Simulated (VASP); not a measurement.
Band structure of Pt (fcc). Computed with PBE GGA with D3 dispersion (zero damping), VASP's PBE PAW potentials (set 64) (plane waves; VASP).

Unless said otherwise, spin-orbit coupling is left out, though it shifts the bands of the heavy elements here.

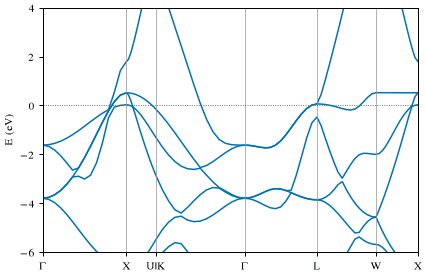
Bands along high-symmetry lines, zero at the valence-band maximum or, without a gap, the Fermi level

Read the plot: is there a gap, and where are the band edges?

It has no gap at this level: it comes out as a metal or semimetal. (Edges off the drawn lines would not show.)

The compound is Pt in the fcc structure. It was relaxed first.
